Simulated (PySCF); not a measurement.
# Solver options tried on BO

The same problem is solved with other solver options, one edit a run.

The runs use PySCF 2.14.0; each script names its method and basis.

2 further runs of the same task are left out: 2 that didn't finish.

### 1 Starting geometry

BO: 2 atoms, charge 0, spin multiplicity 2.

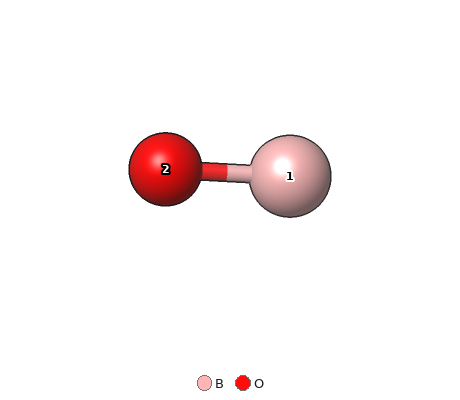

Start geometry, drawn with boron pink, oxygen red; atoms are numbered from 1 in the order of the file.

### 2 The base run

Input file input.py:

```python
from pyscf import gto, scf, cc

mol = gto.M(
    atom='B 0 0 0; O 0 0 1.338',
    basis='6-311g**',
    charge=0,
    spin=1,
    verbose=4,
)
mf = scf.ROHF(mol)
mf.kernel()
mycc = cc.CCSD(mf, frozen=2)
mycc.kernel()
mycc.ccsd_t()
mf.dip_moment()
print('orbital energies (hartree):', mf.mo_energy[..., max(0, mol.nelec[1]-3):mol.nelec[0]+3].round(4))
```

The run is started by

```
$ python input.py
```

The log of this run is left out.

Base result: E(SCF) = -99.506693 Eh, 11 cycles, E(CCSD) − E(SCF) = -0.27509 Eh, (T) = -0.01522 Eh, μ = 3.49 D (of the SCF density).

The bond length is a typed value, not an optimised one.

### 3 Initial guess random

Run 1 changes initial guess: minao → random.

Edit input.py of step 2 so:

```diff
@@ -10,2 +10,3 @@
 mf = scf.ROHF(mol)
+mf.init_guess = 'random'
 mf.kernel()
```

The run is started by

```
$ python input.py
```

The program printed, shortened:

```text
[lines on the frontier levels of each cycle are left out]
PySCF version 2.14.0

[INPUT] verbose = 4
[INPUT] num. atoms = 2
[INPUT] num. electrons = 13
[INPUT] charge = 0
[INPUT] spin (= nelec alpha-beta = 2S) = 1
[INPUT] symmetry False subgroup None
[INPUT] Mole.unit = angstrom
[INPUT] Symbol           X                Y                Z      unit          X                Y                Z       unit  Magmom
[INPUT]  1 B      0.000000000000   0.000000000000   0.000000000000 AA    0.000000000000   0.000000000000   0.000000000000 Bohr   0.0
[INPUT]  2 O      0.000000000000   0.000000000000   1.338000000000 AA    0.000000000000   0.000000000000   2.528453554668 Bohr   0.0

nuclear repulsion = 15.8199465147982
number of shells = 16
number of NR pGTOs = 62
number of NR cGTOs = 36
basis = 6-311g**
ecp = {}

******** <class 'pyscf.scf.rohf.ROHF'> ********
method = ROHF
initial guess = random
damping factor = 0
level_shift factor = 0
DIIS = <class 'pyscf.scf.diis.CDIIS'>
diis_start_cycle = 1
diis_space = 8
diis_damp = 0
SCF conv_tol = 1e-09
SCF conv_tol_grad = None
SCF max_cycles = 50
direct_scf = True
direct_scf_tol = 1e-13
num. doubly occ = 6  num. singly occ = 1
Set gradient conv threshold to 3.16228e-05
init E= -99.3284668612262
cycle= 1 E= -99.3582443929525  delta_E= -0.0298  |g|= 0.67  |ddm|= 0.909
cycle= 2 E= -99.2552973250216  delta_E= 0.103  |g|= 0.977  |ddm|= 0.743
cycle= 3 E= -99.4954446057288  delta_E= -0.24  |g|= 0.0809  |ddm|= 0.407
cycle= 4 E= -99.5035812681521  delta_E= -0.00814  |g|= 0.0465  |ddm|= 0.104
cycle= 5 E= -99.506460644181  delta_E= -0.00288  |g|= 0.0149  |ddm|= 0.0812
cycle= 6 E= -99.5066299295064  delta_E= -0.000169  |g|= 0.00591  |ddm|= 0.0166
cycle= 7 E= -99.5066907764729  delta_E= -6.08e-05  |g|= 0.00225  |ddm|= 0.015
cycle= 8 E= -99.5066929307852  delta_E= -2.15e-06  |g|= 0.000346  |ddm|= 0.00253
cycle= 9 E= -99.5066930814844  delta_E= -1.51e-07  |g|= 0.000158  |ddm|= 0.00103
cycle= 10 E= -99.5066931066769  delta_E= -2.52e-08  |g|= 9.72e-06  |ddm|= 0.000287
cycle= 11 E= -99.5066931067849  delta_E= -1.08e-10  |g|= 1.89e-06  |ddm|= 1.9e-05
Extra cycle  E= -99.506693106786  delta_E= -1.12e-12  |g|= 1.63e-06  |ddm|= 1.8e-06
converged SCF energy = -99.506693106786

WARN: RCCSD method does not support ROHF method. ROHF object is converted to UHF object and UCCSD method is called.

******** <class 'pyscf.cc.uccsd.UCCSD'> ********
CC2 = 0
CCSD nocc = (np.int64(5), np.int64(4)), nmo = (34, 34)
frozen orbitals 2
max_cycle = 50
direct = 0
conv_tol = 1e-07
conv_tol_normt = 1e-06
diis_space = 6
diis_start_cycle = 0
diis_start_energy_diff = 1e+09
Init t2, MP2 energy = -0.274877821255902
Init E_corr(UCCSD) = -0.275943636831338
cycle = 1  E_corr(UCCSD) = -0.25469668319651  dE = 0.0212469536  norm(t1,t2) = 0.140623
cycle = 2  E_corr(UCCSD) = -0.274249721353786  dE = -0.0195530382  norm(t1,t2) = 0.0573196
cycle = 3  E_corr(UCCSD) = -0.271770705573606  dE = 0.00247901578  norm(t1,t2) = 0.0472737
cycle = 4  E_corr(UCCSD) = -0.274491231968968  dE = -0.0027205264  norm(t1,t2) = 0.0185717
cycle = 5  E_corr(UCCSD) = -0.27508979220304  dE = -0.000598560234  norm(t1,t2) = 0.00521785
cycle = 6  E_corr(UCCSD) = -0.275133377882804  dE = -4.35856798e-05  norm(t1,t2) = 0.00235399
cycle = 7  E_corr(UCCSD) = -0.275031514602417  dE = 0.00010186328  norm(t1,t2) = 0.00115632
cycle = 8  E_corr(UCCSD) = -0.275095194175597  dE = -6.36795732e-05  norm(t1,t2) = 0.000487284
cycle = 9  E_corr(UCCSD) = -0.275087786839519  dE = 7.40733608e-06  norm(t1,t2) = 0.00027408
cycle = 10  E_corr(UCCSD) = -0.27509091705764  dE = -3.13021812e-06  norm(t1,t2) = 0.000126476
cycle = 11  E_corr(UCCSD) = -0.275087273958722  dE = 3.64309892e-06  norm(t1,t2) = 4.26998e-05
cycle = 12  E_corr(UCCSD) = -0.275086393419114  dE = 8.80539608e-07  norm(t1,t2) = 1.4441e-05
cycle = 13  E_corr(UCCSD) = -0.275085969822795  dE = 4.23596319e-07  norm(t1,t2) = 6.80066e-06
cycle = 14  E_corr(UCCSD) = -0.275085853513286  dE = 1.16309509e-07  norm(t1,t2) = 2.29578e-06
cycle = 15  E_corr(UCCSD) = -0.275085870055882  dE = -1.65425963e-08  norm(t1,t2) = 1.31976e-06
cycle = 16  E_corr(UCCSD) = -0.275085910560526  dE = -4.05046436e-08  norm(t1,t2) = 6.60614e-07
UCCSD converged
E(UCCSD) = -99.78177901734649  E_corr = -0.2750859105605259
UCCSD(T) correction = -0.0152224550088774
Dipole moment(X, Y, Z, Debye): -0.00000,  0.00000, -3.48574
orbital energies (hartree): [-0.6131 -0.4872 -0.4872 -0.2613  0.1139  0.1139  0.2543]
```

Wall time 2.5 s (1 thread, shared host).

This run: E(SCF) = -99.506693 Eh (no change), 11 cycles, E(CCSD) − E(SCF) = -0.27509 Eh, (T) = -0.01522 Eh, μ = 3.49 D (of the SCF density).

### 4 Initial guess chk

Run 2 changes initial guess: minao → chk.

Edit input.py of step 2 so:

```diff
@@ -10,2 +10,3 @@
 mf = scf.ROHF(mol)
+mf.init_guess = 'chk'
 mf.kernel()
```

The run is started by

```
$ python input.py
```

The program printed:

```text
PySCF version 2.14.0

[INPUT] verbose = 4
[INPUT] num. atoms = 2
[INPUT] num. electrons = 13
[INPUT] charge = 0
[INPUT] spin (= nelec alpha-beta = 2S) = 1
[INPUT] symmetry False subgroup None
[INPUT] Mole.unit = angstrom
[INPUT] Symbol           X                Y                Z      unit          X                Y                Z       unit  Magmom
[INPUT]  1 B      0.000000000000   0.000000000000   0.000000000000 AA    0.000000000000   0.000000000000   0.000000000000 Bohr   0.0
[INPUT]  2 O      0.000000000000   0.000000000000   1.338000000000 AA    0.000000000000   0.000000000000   2.528453554668 Bohr   0.0

nuclear repulsion = 15.8199465147982
number of shells = 16
number of NR pGTOs = 62
number of NR cGTOs = 36
basis = 6-311g**
ecp = {}

******** <class 'pyscf.scf.rohf.ROHF'> ********
method = ROHF
initial guess = chk
damping factor = 0
level_shift factor = 0
DIIS = <class 'pyscf.scf.diis.CDIIS'>
diis_start_cycle = 1
diis_space = 8
diis_damp = 0
SCF conv_tol = 1e-09
SCF conv_tol_grad = None
SCF max_cycles = 50
direct_scf = True
direct_scf_tol = 1e-13
num. doubly occ = 6  num. singly occ = 1
Set gradient conv threshold to 3.16228e-05

init E= -99.3284668612262
  HOMO = -0.25423001219831  LUMO = 0.0797518634977731  gap/eV = 9.08811
cycle= 1 E= -99.3582443929525  delta_E= -0.0298  |g|= 0.67  |ddm|= 0.909
  HOMO = -0.305924487869952  LUMO = 0.0856124036126481  gap/eV = 10.65426
cycle= 2 E= -99.2552973250216  delta_E= 0.103  |g|= 0.977  |ddm|= 0.743
  HOMO = -0.286968094956471  LUMO = 0.095185467690649  gap/eV = 10.39893
cycle= 3 E= -99.4954446057288  delta_E= -0.24  |g|= 0.0809  |ddm|= 0.407
  HOMO = -0.262708683064066  LUMO = 0.110920962365006  gap/eV = 10.16698
cycle= 4 E= -99.5035812681521  delta_E= -0.00814  |g|= 0.0465  |ddm|= 0.104
  HOMO = -0.261015105596606  LUMO = 0.112809500346118  gap/eV = 10.17229
cycle= 5 E= -99.506460644181  delta_E= -0.00288  |g|= 0.0149  |ddm|= 0.0812
  HOMO = -0.261973794577926  LUMO = 0.113350533285878  gap/eV = 10.21310
cycle= 6 E= -99.5066299295064  delta_E= -0.000169  |g|= 0.00591  |ddm|= 0.0166
  HOMO = -0.261334712348845  LUMO = 0.113845825116686  gap/eV = 10.20918
cycle= 7 E= -99.5066907764729  delta_E= -6.08e-05  |g|= 0.00225  |ddm|= 0.015
  HOMO = -0.261394586567015  LUMO = 0.113896776556319  gap/eV = 10.21220
cycle= 8 E= -99.5066929307852  delta_E= -2.15e-06  |g|= 0.000346  |ddm|= 0.00253
  HOMO = -0.261343648426045  LUMO = 0.113950044089216  gap/eV = 10.21226
cycle= 9 E= -99.5066930814844  delta_E= -1.51e-07  |g|= 0.000158  |ddm|= 0.00103
  HOMO = -0.261349253566138  LUMO = 0.11394225005639  gap/eV = 10.21220
cycle= 10 E= -99.5066931066769  delta_E= -2.52e-08  |g|= 9.72e-06  |ddm|= 0.000287
  HOMO = -0.261346644545267  LUMO = 0.113943365280664  gap/eV = 10.21216
cycle= 11 E= -99.5066931067849  delta_E= -1.08e-10  |g|= 1.89e-06  |ddm|= 1.9e-05
  HOMO = -0.261346841695516  LUMO = 0.113943362891979  gap/eV = 10.21217
Extra cycle  E= -99.506693106786  delta_E= -1.12e-12  |g|= 1.63e-06  |ddm|= 1.8e-06
converged SCF energy = -99.506693106786

WARN: RCCSD method does not support ROHF method. ROHF object is converted to UHF object and UCCSD method is called.

******** <class 'pyscf.cc.uccsd.UCCSD'> ********
CC2 = 0
CCSD nocc = (np.int64(5), np.int64(4)), nmo = (34, 34)
frozen orbitals 2
max_cycle = 50
direct = 0
conv_tol = 1e-07
conv_tol_normt = 1e-06
diis_space = 6
diis_start_cycle = 0
diis_start_energy_diff = 1e+09
Init t2, MP2 energy = -0.274877821255902
Init E_corr(UCCSD) = -0.275943636831338
cycle = 1  E_corr(UCCSD) = -0.25469668319651  dE = 0.0212469536  norm(t1,t2) = 0.140623
cycle = 2  E_corr(UCCSD) = -0.274249721353786  dE = -0.0195530382  norm(t1,t2) = 0.0573196
cycle = 3  E_corr(UCCSD) = -0.271770705573606  dE = 0.00247901578  norm(t1,t2) = 0.0472737
cycle = 4  E_corr(UCCSD) = -0.274491231968968  dE = -0.0027205264  norm(t1,t2) = 0.0185717
cycle = 5  E_corr(UCCSD) = -0.27508979220304  dE = -0.000598560234  norm(t1,t2) = 0.00521785
cycle = 6  E_corr(UCCSD) = -0.275133377882804  dE = -4.35856798e-05  norm(t1,t2) = 0.00235399
cycle = 7  E_corr(UCCSD) = -0.275031514602417  dE = 0.00010186328  norm(t1,t2) = 0.00115632
cycle = 8  E_corr(UCCSD) = -0.275095194175597  dE = -6.36795732e-05  norm(t1,t2) = 0.000487284
cycle = 9  E_corr(UCCSD) = -0.275087786839519  dE = 7.40733608e-06  norm(t1,t2) = 0.00027408
cycle = 10  E_corr(UCCSD) = -0.27509091705764  dE = -3.13021812e-06  norm(t1,t2) = 0.000126476
cycle = 11  E_corr(UCCSD) = -0.275087273958722  dE = 3.64309892e-06  norm(t1,t2) = 4.26998e-05
cycle = 12  E_corr(UCCSD) = -0.275086393419114  dE = 8.80539608e-07  norm(t1,t2) = 1.4441e-05
cycle = 13  E_corr(UCCSD) = -0.275085969822795  dE = 4.23596319e-07  norm(t1,t2) = 6.80066e-06
cycle = 14  E_corr(UCCSD) = -0.275085853513286  dE = 1.16309509e-07  norm(t1,t2) = 2.29578e-06
cycle = 15  E_corr(UCCSD) = -0.275085870055882  dE = -1.65425963e-08  norm(t1,t2) = 1.31976e-06
cycle = 16  E_corr(UCCSD) = -0.275085910560526  dE = -4.05046436e-08  norm(t1,t2) = 6.60614e-07
UCCSD converged
E(UCCSD) = -99.78177901734649  E_corr = -0.2750859105605259
UCCSD(T) correction = -0.0152224550088774
Dipole moment(X, Y, Z, Debye): -0.00000,  0.00000, -3.48574
orbital energies (hartree): [-0.6131 -0.4872 -0.4872 -0.2613  0.1139  0.1139  0.2543]
```

Wall time 2.7 s (1 thread, shared host).

Result: E(SCF) = -99.506693 Eh (no change), 11 cycles, E(CCSD) − E(SCF) = -0.27509 Eh, (T) = -0.01522 Eh, μ = 3.49 D (of the SCF density).

### 5 Convergence threshold 1e-07 hartree

Run 3 changes convergence threshold: default → 1e-07 hartree.

Edit input.py of step 2 so:

```diff
@@ -10,2 +10,3 @@
 mf = scf.ROHF(mol)
+mf.conv_tol = 1e-07
 mf.kernel()
```

The run is started by

```
$ python input.py
```

The program printed:

```text
PySCF version 2.14.0

[INPUT] verbose = 4
[INPUT] num. atoms = 2
[INPUT] num. electrons = 13
[INPUT] charge = 0
[INPUT] spin (= nelec alpha-beta = 2S) = 1
[INPUT] symmetry False subgroup None
[INPUT] Mole.unit = angstrom
[INPUT] Symbol           X                Y                Z      unit          X                Y                Z       unit  Magmom
[INPUT]  1 B      0.000000000000   0.000000000000   0.000000000000 AA    0.000000000000   0.000000000000   0.000000000000 Bohr   0.0
[INPUT]  2 O      0.000000000000   0.000000000000   1.338000000000 AA    0.000000000000   0.000000000000   2.528453554668 Bohr   0.0

nuclear repulsion = 15.8199465147982
number of shells = 16
number of NR pGTOs = 62
number of NR cGTOs = 36
basis = 6-311g**
ecp = {}

******** <class 'pyscf.scf.rohf.ROHF'> ********
method = ROHF
initial guess = minao
damping factor = 0
level_shift factor = 0
DIIS = <class 'pyscf.scf.diis.CDIIS'>
diis_start_cycle = 1
diis_space = 8
diis_damp = 0
SCF conv_tol = 1e-07
SCF conv_tol_grad = None
SCF max_cycles = 50
direct_scf = True
direct_scf_tol = 1e-13
num. doubly occ = 6  num. singly occ = 1
Set gradient conv threshold to 0.000316228
init E= -99.3284668612262
  HOMO = -0.25423001219831  LUMO = 0.0797518634977731  gap/eV = 9.08811
cycle= 1 E= -99.3582443929525  delta_E= -0.0298  |g|= 0.67  |ddm|= 0.909
  HOMO = -0.305924487869952  LUMO = 0.0856124036126481  gap/eV = 10.65426
cycle= 2 E= -99.2552973250216  delta_E= 0.103  |g|= 0.977  |ddm|= 0.743
  HOMO = -0.286968094956471  LUMO = 0.095185467690649  gap/eV = 10.39893
cycle= 3 E= -99.4954446057288  delta_E= -0.24  |g|= 0.0809  |ddm|= 0.407
  HOMO = -0.262708683064066  LUMO = 0.110920962365006  gap/eV = 10.16698
cycle= 4 E= -99.5035812681521  delta_E= -0.00814  |g|= 0.0465  |ddm|= 0.104
  HOMO = -0.261015105596606  LUMO = 0.112809500346118  gap/eV = 10.17229
cycle= 5 E= -99.506460644181  delta_E= -0.00288  |g|= 0.0149  |ddm|= 0.0812
  HOMO = -0.261973794577926  LUMO = 0.113350533285878  gap/eV = 10.21310
cycle= 6 E= -99.5066299295064  delta_E= -0.000169  |g|= 0.00591  |ddm|= 0.0166
  HOMO = -0.261334712348845  LUMO = 0.113845825116686  gap/eV = 10.20918
cycle= 7 E= -99.5066907764729  delta_E= -6.08e-05  |g|= 0.00225  |ddm|= 0.015
  HOMO = -0.261394586567015  LUMO = 0.113896776556319  gap/eV = 10.21220
cycle= 8 E= -99.5066929307852  delta_E= -2.15e-06  |g|= 0.000346  |ddm|= 0.00253
  HOMO = -0.261343648426045  LUMO = 0.113950044089216  gap/eV = 10.21226
cycle= 9 E= -99.5066930814844  delta_E= -1.51e-07  |g|= 0.000158  |ddm|= 0.00103
  HOMO = -0.261349253566138  LUMO = 0.11394225005639  gap/eV = 10.21220
cycle= 10 E= -99.5066931066769  delta_E= -2.52e-08  |g|= 9.72e-06  |ddm|= 0.000287
  HOMO = -0.261347720272035  LUMO = 0.113942965415532  gap/eV = 10.21218
Extra cycle  E= -99.5066931067757  delta_E= -9.89e-11  |g|= 4.46e-06  |ddm|= 1.51e-05
converged SCF energy = -99.5066931067757

WARN: RCCSD method does not support ROHF method. ROHF object is converted to UHF object and UCCSD method is called.

******** <class 'pyscf.cc.uccsd.UCCSD'> ********
CC2 = 0
CCSD nocc = (np.int64(5), np.int64(4)), nmo = (34, 34)
frozen orbitals 2
max_cycle = 50
direct = 0
conv_tol = 1e-07
conv_tol_normt = 1e-06
diis_space = 6
diis_start_cycle = 0
diis_start_energy_diff = 1e+09
Init t2, MP2 energy = -0.274877812909553
Init E_corr(UCCSD) = -0.27594363672079
cycle = 1  E_corr(UCCSD) = -0.254696679858017  dE = 0.0212469569  norm(t1,t2) = 0.140623
cycle = 2  E_corr(UCCSD) = -0.274249761655885  dE = -0.0195530818  norm(t1,t2) = 0.0573198
cycle = 3  E_corr(UCCSD) = -0.271770719039859  dE = 0.00247904262  norm(t1,t2) = 0.0472739
cycle = 4  E_corr(UCCSD) = -0.274491230067024  dE = -0.00272051103  norm(t1,t2) = 0.0185717
cycle = 5  E_corr(UCCSD) = -0.275089783614504  dE = -0.000598553547  norm(t1,t2) = 0.00521777
cycle = 6  E_corr(UCCSD) = -0.275133369317098  dE = -4.35857026e-05  norm(t1,t2) = 0.00235395
cycle = 7  E_corr(UCCSD) = -0.275031506918159  dE = 0.000101862399  norm(t1,t2) = 0.00115629
cycle = 8  E_corr(UCCSD) = -0.275095184568653  dE = -6.36776505e-05  norm(t1,t2) = 0.000487261
cycle = 9  E_corr(UCCSD) = -0.275087777470302  dE = 7.40709835e-06  norm(t1,t2) = 0.000274065
cycle = 10  E_corr(UCCSD) = -0.275090907342181  dE = -3.12987188e-06  norm(t1,t2) = 0.00012647
cycle = 11  E_corr(UCCSD) = -0.275087264773599  dE = 3.64256858e-06  norm(t1,t2) = 4.26992e-05
cycle = 12  E_corr(UCCSD) = -0.275086384047642  dE = 8.80725957e-07  norm(t1,t2) = 1.44408e-05
cycle = 13  E_corr(UCCSD) = -0.275085960569305  dE = 4.23478337e-07  norm(t1,t2) = 6.80045e-06
cycle = 14  E_corr(UCCSD) = -0.2750858442344  dE = 1.16334905e-07  norm(t1,t2) = 2.2956e-06
cycle = 15  E_corr(UCCSD) = -0.275085860803644  dE = -1.65692441e-08  norm(t1,t2) = 1.31962e-06
cycle = 16  E_corr(UCCSD) = -0.275085901293322  dE = -4.04896775e-08  norm(t1,t2) = 6.60561e-07
UCCSD converged
E(UCCSD) = -99.78177900806907  E_corr = -0.2750859012933216
UCCSD(T) correction = -0.0152224737400022
Dipole moment(X, Y, Z, Debye): -0.00000,  0.00000, -3.48574
orbital energies (hartree): [-0.6131 -0.4872 -0.4872 -0.2613  0.1139  0.1139  0.2543]
```

Wall time 2.7 s (1 thread, shared host).

Result: E(SCF) = -99.506693 Eh (no change), 10 cycles, E(CCSD) − E(SCF) = -0.27509 Eh, (T) = -0.01522 Eh, μ = 3.49 D (of the SCF density).

### 6 Comparison

| run | E(SCF) (hartree) | from base (eV) | cycles | SCF dipole (D) | after the SCF |
| --- | --- | --- | --- | --- | --- |
| base | -99.506693 | 0 | 11 | 3.49 | CCSD(T) correlation -7.900 eV, core frozen |
| initial guess random | -99.506693 | 0.0000 | 11 | 3.49 | CCSD(T) correlation -7.900 eV, core frozen |
| initial guess chk | -99.506693 | 0.0000 | 11 | 3.49 | CCSD(T) correlation -7.900 eV, core frozen |
| convergence threshold 1e-07 hartree | -99.506693 | 0.0000 | 10 | 3.49 | CCSD(T) correlation -7.900 eV, core frozen |

Wall time on 1 thread, shared host, start-up included: base 3.1 s; initial guess random 2.5 s; initial guess chk 2.7 s; convergence threshold 1e-07 hartree 2.7 s.

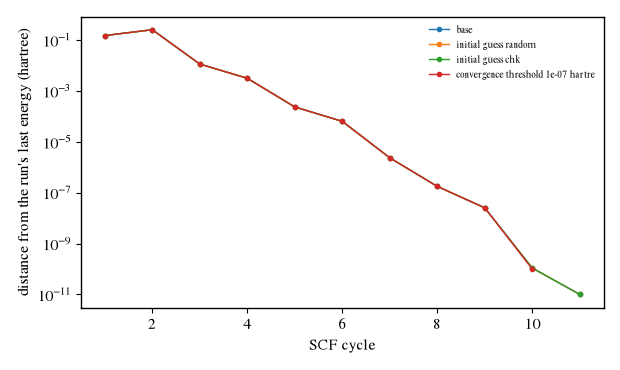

How each run approaches its own final energy.

In words: The SCF energy stays the same, to the digits that matter, with initial guess random or initial guess chk or convergence threshold 1e-07 hartree. PySCF falls back to minao for a guess that it doesn't know or can't read, so that run repeats the base. With initial guess random, initial guess chk the path hardly changes: 11 cycles against 11.
